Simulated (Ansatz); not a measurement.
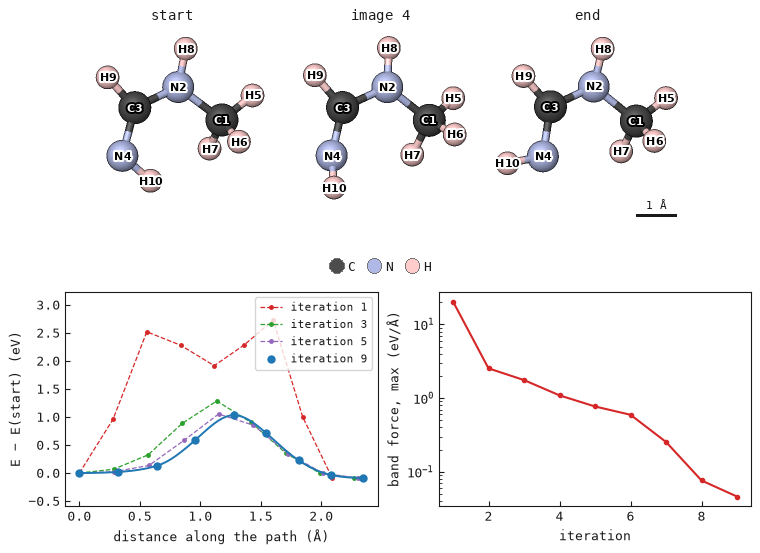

NEB run on C₂H₆N₂. Images are numbered from 0 (start) to 8 (end). The plot follows the band through its iterations. Style: ball-and-stick. Shown at a tilt.

Method: RKS r2SCANh-D4/def2-mTZVP in Ansatz 0.2.0. Settings: 7 movable images; climbing image; force threshold 0.05 eV/Å; iteration limit 60; starting path through a guess of the saddle point.

> Did the band converge, and can the barrier be trusted?

The run is converged, with reservations. The band converged in 9 iterations. The largest component of the band force went from 20 to 0.046 eV/Å. The climbing image converged on the top of the path. Its vibrational analysis gives 2 imaginary modes over 30i cm⁻¹, so it isn't confirmed as a transition state. The first iteration put the highest image at 2.73 eV. The highest point, image 4, lies 1.03 eV above the start and 1.12 eV above the end; the end is at −0.09 eV relative to the start.
